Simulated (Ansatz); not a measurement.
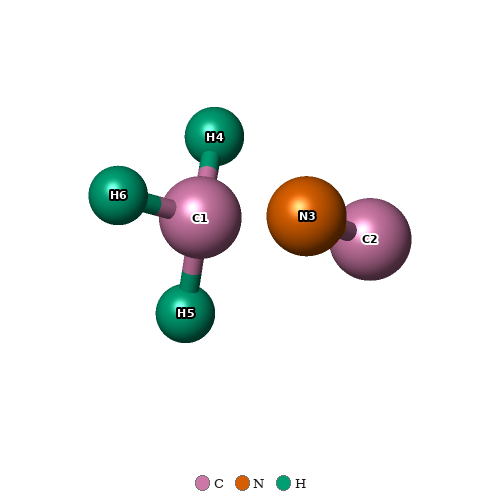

The system is the reacting system C2H3N (one molecule; an intramolecular 1,2-shift); the picture shows the reference structure. Coordinates scanned: (1) distance C1–N3 (bond that forms); (2) distance C1–C2 (bond that breaks). Relaxed at each point: all other coordinates. The grid has 13 × 13 points. Points are written as (first, second). All energies are given in kJ/mol relative to a guessed transition structure relaxed with its forming and breaking bonds held. Energies and slopes of some neighbouring points disagree (a jump in structure or state, or too coarse a mesh). The reference is spin-restricted, so regions where a bond is pulled apart into radicals lie too high. The calculation used Ansatz 0.2.0, RKS CAM-B3LYP-D4/def2-SVP.

Its coordinates:

```yaml
atoms:
  - { symbol: C, position_ang: [-0.2594, 0.0866, 0.2991] }
  - { symbol: C, position_ang: [0.4622, 0.0648, -1.3491] }
  - { symbol: N, position_ang: [1.1561, -0.5748, -0.6251] }
  - { symbol: H, position_ang: [-0.2725, 1.1683, 0.4513] }
  - { symbol: H, position_ang: [-1.2386, -0.3265, 0.0457] }
  - { symbol: H, position_ang: [0.1523, -0.4184, 1.1782] }
```

Range: distance C1–N3 (bond that forms) from 1.323 to 2.823 Å; distance C1–C2 (bond that breaks) from 1.368 to 3.168 Å.

What will the energy surface look like?

The lowest grid point is at (2.517 Å, 1.368 Å), −267 kJ/mol from a guessed transition structure relaxed with its forming and breaking bonds held. It lies on the edge of the grid, but the force there points inwards, so the minimum lies inside the range. Other grid points that lie below all their neighbours: (1.483 Å, 2.624 Å) (86 kJ/mol higher). The highest grid point, (1.323 Å, 3.168 Å), lies 860 kJ/mol above the lowest.

```csv
"second ↓, first →",1.323,1.390,1.483,1.588,1.703,1.825,1.954,2.088,2.227,2.370,2.517,2.668,2.823
3.168,593,504,396,283,168,65,15,65,118,163,202,233,259
2.982,369,265,142,29,−53,−51,12,69,118,160,194,222,243
2.801,122,16,−90,−144,−101,−39,19,71,116,153,182,205,222
2.624,−98,−169,−181,−137,−83,−27,26,71,109,141,165,182,192
2.452,−167,−167,−147,−110,−64,−16,29,67,99,125,141,150,152
2.286,−114,−122,−112,−84,−46,−7,30,60,84,100,108,107,99
2.125,−63,−80,−81,−58,−31,−1,26,47,61,66,62,50,34
1.971,−16,−42,−52,−34,−18,1,17,27,29,20,4,−19,−45
1.824,26,−6,−5,−10,−6,1,4,0,−13,−36,−65,−98,−133
1.686,68,36,31,15,6,0,−11,−31,−61,−98,−139,−182,−224
1.560,125,93,73,45,24,5,−21,−58,−103,−154,−207,−258,−207
1.449,−34,175,126,87,57,26,−16,−68,−129,−193,−255,−258,−84
1.368,−22,261,183,139,102,61,7,−59,−131,−204,−267,−166,50
```

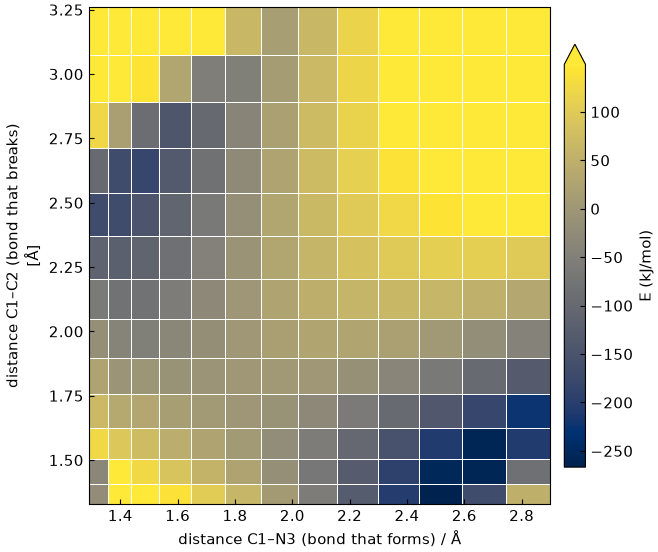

In the figure: one coloured cell a grid point, one colour for all values above the top of the scale.

The whole map (169 points run) took 12 min on 1 thread of Arm Neoverse V2 (shared host).
